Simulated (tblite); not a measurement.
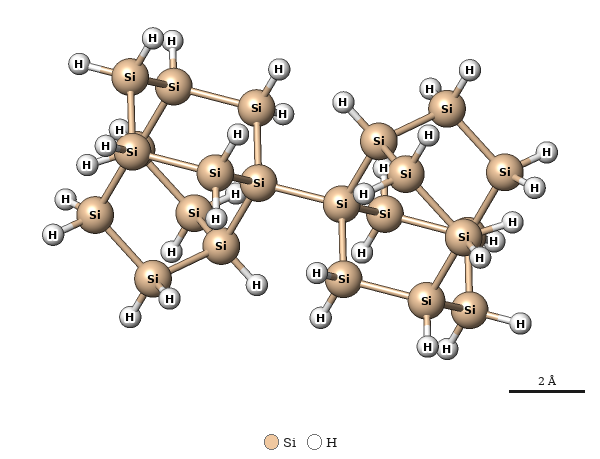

Fig. 1: The input geometry (ball-and-stick view, seen at a tilt).

## Si₂₂H₃₄: geometry relaxation (part 1 of 4)

Si₂₂H₃₄, computed with GFN2-xTB geometry optimisation, gas phase (tblite 0.8.0).

### What the program printed
```
step      E/eV     max force
  0   -1496.97536    1.299
  1   -1497.32133    0.617
  2   -1497.46545    0.446
  3   -1497.51703    0.409
  4   -1497.64374    0.454
  5   -1497.75096    0.479
  6   -1497.83212    0.391
  7   -1497.86134    0.266
  8   -1497.87718    0.214
  9   -1497.89917    0.223
 10   -1497.92384    0.336
 11   -1497.94783    0.410
 12   -1497.96899    0.351
 13   -1497.98618    0.178
 14   -1497.99689    0.147
 15   -1498.00361    0.145
 16   -1498.01025    0.201
 17   -1498.01865    0.186
 18   -1498.02845    0.147
 19   -1498.03734    0.153
 20   -1498.04387    0.130
 21   -1498.04877    0.115
 22   -1498.05287    0.097
 23   -1498.05629    0.092
 24   -1498.05901    0.101
 25   -1498.06147    0.098
 26   -1498.06408    0.073
 27   -1498.06681    0.089
 28   -1498.06950    0.093
 29   -1498.07219    0.093
 30   -1498.07486    0.101
 31   -1498.07732    0.089
 32   -1498.07943    0.071
 33   -1498.08134    0.073
 34   -1498.08331    0.065
 35   -1498.08523    0.069
 36   -1498.08678    0.059
 37   -1498.08800    0.063
 38   -1498.08923    0.070
 39   -1498.09079    0.069
 40   -1498.09265    0.082
 41   -1498.09459    0.110
 42   -1498.09644    0.115
 43   -1498.09816    0.097
 44   -1498.09963    0.065
 45   -1498.10076    0.044
 46   -1498.10167    0.047
 47   -1498.10267    0.049
 48   -1498.10398    0.072
 49   -1498.10542    0.070
 50   -1498.10653    0.061
 51   -1498.10719    0.050
 52   -1498.10762    0.030
 53   -1498.10799    0.034
 54   -1498.10835    0.037
 55   -1498.10872    0.038
 56   -1498.10915    0.036
 57   -1498.10961    0.033
 58   -1498.11006    0.036
 59   -1498.11043    0.035
 60   -1498.11076    0.034
 61   -1498.11110    0.031
 62   -1498.11151    0.036
 63   -1498.11199    0.048
 64   -1498.11257    0.048
 65   -1498.11328    0.053
 66   -1498.11411    0.045
 67   -1498.11496    0.058
 68   -1498.11575    0.065
 69   -1498.11648    0.055
 70   -1498.11717    0.035
 71   -1498.11776    0.034
 72   -1498.11821    0.034
 73   -1498.11859    0.040
 74   -1498.11901    0.038
 75   -1498.11949    0.039
 76   -1498.11991    0.028
 77   -1498.12014    0.019
```

### Trajectory as extended XYZ (Å, eV, eV/Å), 15 of the 24 frames kept, from step=0 to step=77
```
56
Properties=species:S:1:pos:R:3:forces:R:3 step=0 energy=-1496.97536
Si   -4.7955    0.5525    2.7420    0.2860  -0.7570  -0.3740
Si   -4.8036    0.5569    0.3850    0.6990   0.5460   0.3670
Si   -4.7952    2.7692   -0.3909    0.5540  -0.2950   0.5670
Si    2.8795    0.5587   -3.5337    0.0560  -1.1560   0.5890
Si    4.7994   -0.5555   -0.3885   -0.5730  -0.5080  -0.2890
Si    4.7971   -0.5548   -2.7462   -0.2730   0.8740   0.3780
Si    0.9602   -0.5526   -0.3952   -0.1440   0.0740   0.2970
Si    0.9635   -0.5516   -2.7421    0.6970  -0.4440  -0.1750
Si    0.9628   -2.7736   -3.5279    0.9580   0.5800   0.5000
Si    2.8774   -3.8809   -0.3903    0.2290   0.8770  -0.3150
Si    2.8781   -3.8813   -2.7457   -0.7720  -0.0180   0.3870
Si   -2.8827   -0.5563   -0.3919   -0.2080   0.9240   0.5000
Si    2.8768    0.5550    0.3969    0.2690  -0.9380  -0.5330
Si    4.8026   -2.7721    0.3892   -0.6770   0.3600  -0.5270
Si   -0.9623    0.5594    2.7438   -0.7560   0.3760   0.1490
Si   -0.9620    0.5549    0.3982    0.1140  -0.0750  -0.3260
Si    0.9605   -2.7696    0.3928    0.7610   0.1880  -0.5860
Si   -2.8813   -0.5577    3.5265   -0.0010   1.1860  -0.3320
Si   -0.9607    2.7733   -0.3894   -0.9030  -0.2640   0.4970
Si   -2.8774    3.8810    2.7463    0.8840   0.0820  -0.4210
Si   -2.8825    3.8839    0.3934   -0.1420  -0.8620   0.2810
Si   -0.9610    2.7730    3.5273   -0.9410  -0.5040  -0.3820
H    -5.9727   -0.1199    3.2302   -0.4950  -0.6210   0.0720
H    -5.1441    1.7910    3.3888    0.1830   0.5510   0.0920
H    -5.9756   -0.1219   -0.0872   -0.6560  -0.3550  -0.2110
H    -4.8065    2.7706   -1.8294   -0.1460   0.0930  -0.5520
H    -5.9754    3.4526    0.0874   -0.3610   0.2060  -0.0340
H     2.8796    0.5549   -4.9663   -0.0060   0.2140  -0.6750
H     2.8808    1.9123   -3.0495    0.0450   0.5530   0.0410
H     5.9772    0.1249    0.0915    0.5170   0.2820   0.1530
H     5.9797    0.1251   -3.2247    0.4120   0.5490  -0.0540
H     5.1380   -1.7940   -3.3901   -0.1480  -0.5670  -0.1190
H    -0.2167    0.1246   -3.2255   -0.4780   0.2740  -0.1250
H     0.9622   -2.7728   -4.9638   -0.1820  -0.0980  -0.6050
H    -0.2145   -3.4485   -3.0508   -0.4390  -0.3040   0.0430
H     2.8807   -5.2355    0.0852    0.0140  -0.7220   0.2030
H     4.1239   -3.5535   -3.3944    0.3370   0.3920  -0.0710
H     2.8811   -5.2352   -3.2262   -0.2720  -0.8100  -0.1110
H    -2.8791   -0.5582   -1.8320    0.0490  -0.1670  -0.4700
H    -2.8850   -1.9085    0.0893    0.0550  -0.6050   0.0260
H     2.8801    0.5520    1.8357   -0.0500   0.1700   0.4950
H     2.8861    1.9063   -0.0844   -0.0600   0.6240  -0.0250
H     5.9810   -3.4493   -0.0917    0.4120  -0.2430   0.0220
H     4.8030   -2.7720    1.8301    0.1600  -0.0970   0.5020
H     0.2120   -0.1228    3.2260    0.5190  -0.2950   0.1430
H    -0.2176   -3.4487   -0.0915   -0.4170  -0.1760   0.0360
H     0.9625   -2.7714    1.8313   -0.1730  -0.0450   0.5020
H    -2.8805   -0.5517    4.9698    0.0020  -0.2140   0.4480
H    -2.8786   -1.9115    3.0477   -0.0430  -0.5810  -0.0520
H    -0.9582    2.7722   -1.8299    0.1670   0.0440  -0.4610
H     0.2148    3.4430    0.0912    0.5440   0.2550   0.0220
H    -4.1181    3.5549    3.3900   -0.4640  -0.4340   0.1370
H    -2.8806    5.2373    3.2237    0.2770   0.7850   0.1040
H    -2.8836    5.2361   -0.0911   -0.0180   0.7040  -0.1930
H     0.2164    3.4494    3.0490    0.4190   0.2950  -0.0340
H    -0.9606    2.7745    4.9681    0.1820   0.1000   0.5000
56
Properties=species:S:1:pos:R:3:forces:R:3 step=2 energy=-1497.46545
Si   -4.7935    0.5289    2.7341   -0.3380  -0.2030   0.1150
Si   -4.7878    0.5718    0.3956   -0.1760   0.0110   0.0710
Si   -4.7802    2.7614   -0.3760   -0.0570   0.0360  -0.0470
Si    2.8816    0.5253   -3.5187    0.0490  -0.0690  -0.1000
Si    4.7866   -0.5699   -0.3970    0.1690  -0.0330  -0.0660
Si    4.7950   -0.5282   -2.7378    0.3250   0.1990  -0.0860
Si    0.9541   -0.5495   -0.3852   -0.0890   0.0430   0.0760
Si    0.9820   -0.5639   -2.7488   -0.0430   0.0060  -0.0600
Si    0.9902   -2.7567   -3.5153    0.0600   0.0140  -0.1070
Si    2.8861   -3.8595   -0.3991    0.1290  -0.1360  -0.0490
Si    2.8573   -3.8883   -2.7372   -0.0140  -0.3940  -0.1030
Si   -2.8897   -0.5303   -0.3775   -0.0690   0.0260   0.0060
Si    2.8863    0.5284    0.3815    0.1030  -0.0310  -0.0130
Si    4.7841   -2.7623    0.3747    0.0440  -0.0230   0.0310
Si   -0.9827    0.5690    2.7498    0.0330  -0.0380   0.0590
Si   -0.9570    0.5516    0.3871    0.0790  -0.0480  -0.0870
Si    0.9832   -2.7651    0.3765    0.0800  -0.0480  -0.0020
Si   -2.8814   -0.5240    3.5176   -0.0390   0.0650   0.0820
Si   -0.9868    2.7669   -0.3751   -0.0560   0.0470   0.0060
Si   -2.8539    3.8896    2.7373    0.0010   0.3940   0.1120
Si   -2.8881    3.8628    0.4008   -0.1020   0.1320   0.0290
Si   -0.9879    2.7587    3.5176   -0.0620  -0.0010   0.0970
H    -5.9887   -0.1431    3.2313   -0.1850  -0.4030  -0.0410
H    -5.1346    1.8053    3.3884    0.2680  -0.0300  -0.1700
H    -5.9929   -0.1308   -0.0920   -0.0130   0.0220   0.0330
H    -4.8121    2.7742   -1.8444   -0.0990   0.0660   0.0070
H    -5.9859    3.4585    0.0846   -0.0290   0.0150  -0.1230
H     2.8795    0.5632   -4.9850    0.0030   0.1510  -0.0280
H     2.8824    1.9256   -3.0506    0.0250  -0.1160  -0.1370
H     5.9909    0.1320    0.0948    0.0060  -0.0230  -0.0390
H     5.9934    0.1459   -3.2256    0.1760   0.3820   0.0300
H     5.1297   -1.8081   -3.3903   -0.2520   0.0630   0.1710
H    -0.2294    0.1319   -3.2280    0.0100  -0.0050   0.0450
H     0.9552   -2.7767   -4.9810   -0.1250  -0.0730  -0.0400
H    -0.2246   -3.4563   -3.0517    0.1160   0.0370  -0.1290
H     2.8813   -5.2543    0.0899    0.0220   0.0020  -0.0340
H     4.1302   -3.5396   -3.3935   -0.1630   0.1940   0.1690
H     2.8699   -5.2621   -3.2284   -0.2440  -0.3440   0.0350
H    -2.8773   -0.5647   -1.8447    0.0300  -0.1120   0.0300
H    -2.8829   -1.9247    0.0878    0.0400   0.0240  -0.1360
H     2.8782    0.5585    1.8490   -0.0330   0.1150  -0.0350
H     2.8837    1.9232   -0.0828   -0.0440  -0.0200   0.1400
H     5.9923   -3.4560   -0.0889    0.0020  -0.0070   0.1390
H     4.8092   -2.7758    1.8437    0.1120  -0.0680  -0.0160
H     0.2259   -0.1307    3.2290    0.0000   0.0040  -0.0430
H    -0.2294   -3.4531   -0.0884   -0.0030   0.0400   0.1410
H     0.9558   -2.7731    1.8445   -0.1200  -0.0320  -0.0400
H    -2.8805   -0.5601    4.9830   -0.0040  -0.1540   0.0420
H    -2.8802   -1.9250    3.0488   -0.0250   0.1310   0.1440
H    -0.9518    2.7739   -1.8423    0.1110   0.0310   0.0310
H     0.2296    3.4493    0.0896   -0.0060  -0.0400  -0.1370
H    -4.1277    3.5399    3.3908    0.1590  -0.1980  -0.1640
H    -2.8692    5.2638    3.2258    0.2450   0.3520  -0.0300
H    -2.8844    5.2546   -0.0954   -0.0220   0.0040   0.0390
H     0.2261    3.4569    3.0503   -0.1120  -0.0340   0.1330
H    -0.9536    2.7784    4.9827    0.1270   0.0770   0.0480
56
Properties=species:S:1:pos:R:3:forces:R:3 step=3 energy=-1497.51703
Si   -4.7998    0.5210    2.7351   -0.3520  -0.1360   0.1470
Si   -4.7887    0.5745    0.3988   -0.2530  -0.0560   0.0400
Si   -4.7787    2.7608   -0.3743   -0.1430   0.0760  -0.1230
Si    2.8829    0.5182   -3.5181    0.0570   0.0890  -0.1830
Si    4.7877   -0.5731   -0.3997    0.2380   0.0360  -0.0450
Si    4.8011   -0.5198   -2.7381    0.3410   0.1180  -0.1190
Si    0.9512   -0.5481   -0.3819   -0.0230   0.0100   0.0100
Si    0.9843   -0.5659   -2.7512   -0.1240   0.0670  -0.0060
Si    0.9961   -2.7535   -3.5152   -0.0550  -0.0920  -0.1810
Si    2.8902   -3.8586   -0.4015    0.0830  -0.2430  -0.0300
Si    2.8535   -3.8973   -2.7379    0.0460  -0.3830  -0.1360
Si   -2.8923   -0.5253   -0.3749   -0.0430  -0.0970  -0.0660
Si    2.8900    0.5233    0.3786    0.0580   0.0960   0.0630
Si    4.7817   -2.7611    0.3728    0.1490  -0.0750   0.1120
Si   -0.9855    0.5698    2.7520    0.1290  -0.0770   0.0080
Si   -0.9545    0.5501    0.3835    0.0230  -0.0130  -0.0140
Si    0.9887   -2.7653    0.3737   -0.0260  -0.0770   0.0740
Si   -2.8822   -0.5170    3.5176   -0.0650  -0.0910   0.1460
Si   -0.9924    2.7667   -0.3725    0.0660   0.0810  -0.0680
Si   -2.8500    3.8989    2.7381   -0.0710   0.3770   0.1420
Si   -2.8911    3.8618    0.4026   -0.0770   0.2360   0.0180
Si   -0.9937    2.7562    3.5179    0.0500   0.0830   0.1580
H    -5.9951   -0.1549    3.2307   -0.1590  -0.3570  -0.0390
H    -5.1277    1.8071    3.3849    0.2430  -0.1040  -0.1840
H    -5.9960   -0.1318   -0.0922    0.0430   0.0580   0.0500
H    -4.8150    2.7761   -1.8468   -0.0880   0.0590   0.0730
H    -5.9882    3.4598    0.0817    0.0060  -0.0050  -0.1270
H     2.8795    0.5676   -4.9888    0.0060   0.1300   0.0440
H     2.8832    1.9256   -3.0536    0.0200  -0.1950  -0.1490
H     5.9933    0.1327    0.0946   -0.0360  -0.0520  -0.0510
H     5.9991    0.1569   -3.2251    0.1580   0.3440   0.0280
H     5.1233   -1.8092   -3.3870   -0.2320   0.1370   0.1880
H    -0.2314    0.1331   -3.2275    0.0630  -0.0350   0.0570
H     0.9515   -2.7788   -4.9847   -0.1080  -0.0650   0.0240
H    -0.2241   -3.4569   -3.0545    0.1770   0.0780  -0.1410
H     2.8819   -5.2574    0.0900    0.0270   0.0670  -0.0500
H     4.1281   -3.5335   -3.3900   -0.2090   0.1410   0.1810
H     2.8631   -5.2735   -3.2281   -0.2190  -0.2890   0.0390
H    -2.8764   -0.5680   -1.8463    0.0230  -0.0940   0.0980
H    -2.8817   -1.9270    0.0849    0.0330   0.1060  -0.1460
H     2.8772    0.5619    1.8506   -0.0250   0.0960  -0.1080
H     2.8824    1.9256   -0.0798   -0.0360  -0.1060   0.1500
H     5.9943   -3.4573   -0.0857   -0.0380   0.0170   0.1430
H     4.8124   -2.7778    1.8458    0.0990  -0.0590  -0.0800
H     0.2283   -0.1319    3.2287   -0.0580   0.0360  -0.0570
H    -0.2315   -3.4530   -0.0851    0.0610   0.0680   0.1460
H     0.9523   -2.7740    1.8460   -0.1010  -0.0290  -0.1080
H    -2.8806   -0.5645    4.9861   -0.0070  -0.1350  -0.0100
H    -2.8809   -1.9247    3.0518   -0.0200   0.2060   0.1550
H    -0.9485    2.7748   -1.8438    0.0930   0.0280   0.0970
H     0.2320    3.4496    0.0866   -0.0800  -0.0740  -0.1460
H    -4.1262    3.5334    3.3877    0.2180  -0.1390  -0.1830
H    -2.8624    5.2752    3.2256    0.2190   0.3000  -0.0330
H    -2.8849    5.2577   -0.0954   -0.0250  -0.0580   0.0540
H     0.2255    3.4575    3.0531   -0.1690  -0.0730   0.1440
H    -0.9499    2.7806    4.9862    0.1100   0.0690  -0.0060
56
Properties=species:S:1:pos:R:3:forces:R:3 step=5 energy=-1497.75096
Si   -4.8520    0.4721    2.7491   -0.0930   0.0080   0.1140
Si   -4.8096    0.5829    0.4171   -0.2320  -0.1920  -0.0530
Si   -4.7831    2.7633   -0.3756   -0.2430   0.1040  -0.1810
Si    2.8943    0.4927   -3.5290    0.0830   0.3890  -0.2640
Si    4.8095   -0.5842   -0.4164    0.2040   0.2030   0.0250
Si    4.8516   -0.4700   -2.7472    0.0890  -0.0380  -0.1250
Si    0.9413   -0.5434   -0.3687    0.3240  -0.1640  -0.2220
Si    0.9872   -0.5702   -2.7603   -0.1390   0.1330   0.1590
Si    1.0200   -2.7480   -3.5285   -0.2360  -0.3380  -0.2440
Si    2.9132   -3.8715   -0.4162   -0.1330  -0.3200   0.0060
Si    2.8359   -3.9652   -2.7495    0.0280  -0.0960  -0.1160
Si   -2.9074   -0.5097   -0.3681    0.0180  -0.3030  -0.1820
Si    2.9102    0.5068    0.3702   -0.0920   0.3180   0.1930
Si    4.7828   -2.7612    0.3728    0.2900  -0.1460   0.2010
Si   -0.9898    0.5694    2.7606    0.1930  -0.0580  -0.1490
Si   -0.9458    0.5447    0.3684   -0.2780   0.1650   0.2450
Si    1.0116   -2.7718    0.3661   -0.2340  -0.1030   0.1930
Si   -2.8926   -0.4915    3.5296   -0.1400  -0.3790   0.2160
Si   -1.0129    2.7719   -0.3660    0.2820   0.1160  -0.1860
Si   -2.8334    3.9676    2.7501   -0.0670   0.0800   0.1000
Si   -2.9096    3.8739    0.4139    0.0680   0.3060   0.0180
Si   -1.0178    2.7524    3.5309    0.2240   0.2660   0.2030
H    -6.0386   -0.2377    3.2259   -0.0900  -0.1090   0.0110
H    -5.0788    1.8068    3.3555    0.0120  -0.3200  -0.1340
H    -6.0095   -0.1331   -0.0900    0.0730   0.0940   0.0390
H    -4.8354    2.7895   -1.8530   -0.0390   0.0250   0.1550
H    -5.9999    3.4661    0.0585    0.0070  -0.0040  -0.0870
H     2.8804    0.5978   -5.0040    0.0240   0.0280   0.1320
H     2.8883    1.9110   -3.0783   -0.0020  -0.2560  -0.1090
H     6.0040    0.1330    0.0906   -0.0230  -0.0710  -0.0210
H     6.0400    0.2351   -3.2218    0.1120   0.1300  -0.0180
H     5.0775   -1.8036   -3.3576   -0.0160   0.3190   0.1410
H    -0.2363    0.1361   -3.2216    0.1400  -0.0790   0.0410
H     0.9264   -2.7936   -5.0013   -0.0200  -0.0300   0.0950
H    -0.2084   -3.4538   -3.0776    0.2010   0.1200  -0.1040
H     2.8869   -5.2689    0.0876    0.0510   0.1010  -0.0310
H     4.1023   -3.4958   -3.3605   -0.2660  -0.1400   0.1310
H     2.8157   -5.3502   -3.2247   -0.0540  -0.1020   0.0000
H    -2.8707   -0.5902   -1.8460   -0.0200  -0.0050   0.2010
H    -2.8741   -1.9295    0.0602   -0.0030   0.2370  -0.1000
H     2.8712    0.5846    1.8495    0.0230   0.0030  -0.2220
H     2.8739    1.9288   -0.0544    0.0090  -0.2520   0.1030
H     6.0020   -3.4629   -0.0600   -0.0210   0.0110   0.0880
H     4.8352   -2.7915    1.8496    0.0380  -0.0200  -0.1440
H     0.2353   -0.1353    3.2232   -0.1530   0.0850  -0.0500
H    -0.2359   -3.4475   -0.0586    0.1840   0.0920   0.0900
H     0.9287   -2.7807    1.8446    0.0020  -0.0190  -0.2050
H    -2.8816   -0.5954    5.0005   -0.0200  -0.0350  -0.0670
H    -2.8860   -1.9084    3.0774   -0.0010   0.2430   0.1070
H    -0.9265    2.7812   -1.8434   -0.0020   0.0180   0.1920
H     0.2370    3.4455    0.0618   -0.2080  -0.1070  -0.0980
H    -4.1026    3.4947    3.3598    0.3060   0.1620  -0.1470
H    -2.8148    5.3530    3.2230    0.0490   0.1070   0.0050
H    -2.8899    5.2702   -0.0920   -0.0430  -0.0920   0.0310
H     0.2104    3.4550    3.0773   -0.1920  -0.1140   0.1050
H    -0.9244    2.7962    5.0025    0.0240   0.0330  -0.0780
56
Properties=species:S:1:pos:R:3:forces:R:3 step=7 energy=-1497.86134
Si   -4.8843    0.4425    2.7613    0.0980  -0.1340  -0.0360
Si   -4.8300    0.5793    0.4251    0.0440  -0.0730  -0.0390
Si   -4.7953    2.7686   -0.3825   -0.0190   0.0020   0.0610
Si    2.9048    0.4940   -3.5463    0.0270   0.0610  -0.0460
Si    4.8290   -0.5814   -0.4247   -0.0540   0.0970   0.0360
Si    4.8826   -0.4408   -2.7576   -0.1000   0.1400   0.0000
Si    0.9514   -0.5487   -0.3717    0.1710  -0.0840  -0.1130
Si    0.9855   -0.5683   -2.7584    0.1290  -0.0550   0.0510
Si    1.0247   -2.7593   -3.5463   -0.0100  -0.0820  -0.0430
Si    2.9194   -3.8913   -0.4245   -0.1260  -0.0070   0.0090
Si    2.8245   -4.0077   -2.7606   -0.1650   0.0230   0.0200
Si   -2.9158   -0.5127   -0.3714   -0.0170  -0.0100  -0.0110
Si    2.9178    0.5101    0.3731   -0.0350   0.0180   0.0160
Si    4.7949   -2.7672    0.3800    0.0230  -0.0230  -0.0480
Si   -0.9865    0.5682    2.7590   -0.1070   0.0870  -0.0480
Si   -0.9544    0.5496    0.3715   -0.1420   0.0810   0.1290
Si    1.0156   -2.7799    0.3694   -0.0120  -0.0090   0.0150
Si   -2.9048   -0.4922    3.5457   -0.0410  -0.0530   0.0540
Si   -1.0138    2.7798   -0.3697    0.0020   0.0130  -0.0150
Si   -2.8241    4.0099    2.7606    0.1680  -0.0240  -0.0370
Si   -2.9163    3.8928    0.4214    0.0880   0.0070   0.0110
Si   -1.0230    2.7618    3.5469    0.0080   0.0710   0.0430
H    -6.0681   -0.2900    3.2239   -0.0280   0.0310   0.0260
H    -5.0517    1.7905    3.3328   -0.1300  -0.2230  -0.0170
H    -6.0158   -0.1301   -0.0878   -0.0860   0.0050  -0.0380
H    -4.8492    2.7985   -1.8506   -0.0250   0.0130   0.0070
H    -6.0080    3.4706    0.0412   -0.0990   0.0560  -0.0320
H     2.8822    0.6165   -5.0084    0.0280   0.0030  -0.0590
H     2.8910    1.8928   -3.0970   -0.0120   0.0420  -0.0020
H     6.0111    0.1305    0.0882    0.1130   0.0060   0.0480
H     6.0689    0.2857   -3.2210    0.0370  -0.0110  -0.0240
H     5.0519   -1.7847   -3.3346    0.1220   0.1900   0.0160
H    -0.2329    0.1344   -3.2166    0.0640  -0.0350   0.0030
H     0.9110   -2.8037   -5.0082    0.0040  -0.0240  -0.0670
H    -0.1920   -3.4474   -3.0953   -0.0510  -0.0140  -0.0040
H     2.8926   -5.2730    0.0857    0.0520  -0.0830   0.0460
H     4.0747   -3.4825   -3.3377   -0.1230  -0.2110   0.0220
H     2.7864   -5.3994   -3.2230    0.0300  -0.0100  -0.0220
H    -2.8686   -0.6031   -1.8375   -0.0320   0.0220   0.0150
H    -2.8699   -1.9212    0.0419   -0.0110   0.0150   0.0030
H     2.8691    0.5976    1.8396    0.0340  -0.0250  -0.0200
H     2.8696    1.9202   -0.0355    0.0160  -0.0200  -0.0050
H     6.0078   -3.4669   -0.0414    0.1240  -0.0720   0.0160
H     4.8503   -2.8004    1.8466    0.0200  -0.0100   0.0190
H     0.2327   -0.1336    3.2181   -0.0710   0.0370  -0.0080
H    -0.2307   -3.4407   -0.0397    0.0260  -0.0060  -0.0070
H     0.9156   -2.7855    1.8354    0.0360  -0.0140  -0.0100
H    -2.8834   -0.6148    5.0072   -0.0250  -0.0050   0.0710
H    -2.8889   -1.8900    3.0965    0.0080  -0.0560  -0.0030
H    -0.9142    2.7859   -1.8354   -0.0300   0.0150   0.0070
H     0.2314    3.4390    0.0435   -0.0170   0.0080   0.0040
H    -4.0745    3.4818    3.3372    0.1390   0.2250  -0.0280
H    -2.7856    5.4027    3.2220   -0.0360  -0.0050   0.0200
H    -2.8951    5.2751   -0.0895   -0.0450   0.0740  -0.0420
H     0.1945    3.4491    3.0955    0.0420   0.0090   0.0060
H    -0.9086    2.8068    5.0097   -0.0050   0.0230   0.0520
```
